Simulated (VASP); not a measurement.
Here is the system:

```xyz
2
Lattice="0.0000 2.1200 2.1200 2.1200 0.0000 2.1200 2.1200 2.1200 0.0000" Properties=species:S:1:pos:R:3 pbc="T T T"
Ti     0.0000     0.0000     0.0000
N      2.1200     2.1200     2.1200
```

The numbers are results of revTPSS meta-GGA, VASP's PBE PAW potentials (set 64) (plane waves; VASP), not measurements. Numerical set-up: 520 eV cut-off, 17×17×17 Γ-centred mesh, tetrahedra with Blöchl corrections, potentials Ti_sv N.

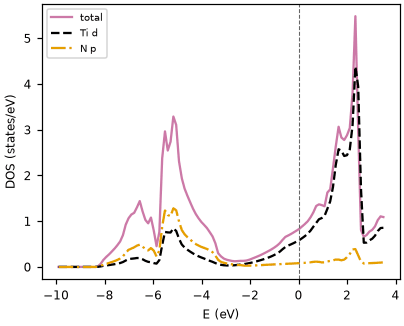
Figure: Total and projected density of states, zero at the Fermi level

Within 2 eV below the Fermi level the largest weight inside VASP's projection spheres is Ti d.

It has no gap at this level: it comes out as a metal or semimetal.

The compound is TiN in the rock salt structure. The cell was not relaxed at this level. The electron count is odd and the run is not spin-polarised, which forces a metal.
